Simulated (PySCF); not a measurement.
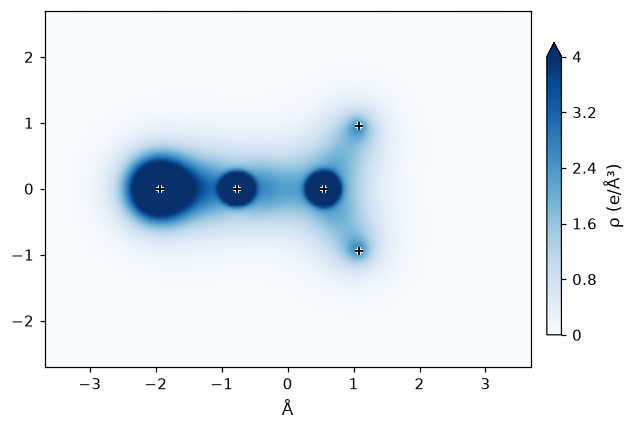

The electron density on a plane through atoms (crosses mark nuclei in the plane).

Theory: PySCF, DFT single point, gas phase, functional PBE0.

Candidates:
A. CH$_{3}$···C$_{2}$H$_{3}$F$_{2}$ (SMILES CC(F)=[F+].[CH3]) (charge +1, doublet)
B. C$_{2}$H$_{2}$O (SMILES C=C=O)
C. H$_{6}$Si$_{2}$Zn (SMILES [SiH3][Zn][SiH3])

**Which system is this?**

Candidate B: C$_{2}$H$_{2}$O on the molecular plane, which holds C, O and H. C–O (1.16 Å): the density is about 3.7 e/Å³ at the midpoint. C–C (1.32 Å): ρ is about 2.3 e/Å³ halfway.
